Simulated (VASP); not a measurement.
Band structure of EuO (rock salt). Computed with revPBE GGA, VASP's PBE PAW potentials (set 64) (plane waves; VASP).

The 4f electrons are frozen in the core of the lanthanide potential, so 4f levels, which can set the real gap, and their magnetism are missing.

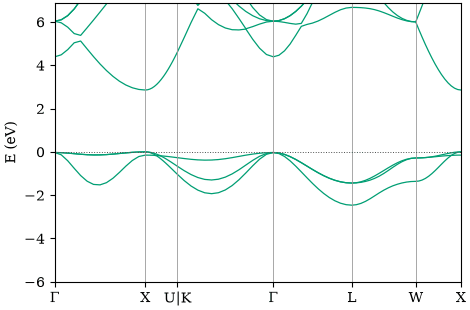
Fig. 1. Bands along high-symmetry lines, zero at the valence-band maximum or, without a gap, the Fermi level

**Question.** Read the plot: is there a gap, and where are the band edges?

**Answer.** The gap is direct, 2.86 eV, from the valence maximum at X to the conduction minimum at X. (Edges off the drawn lines would not show.)

The compound is EuO in the rock salt structure. It was relaxed first, which changed the volume by -7 %.
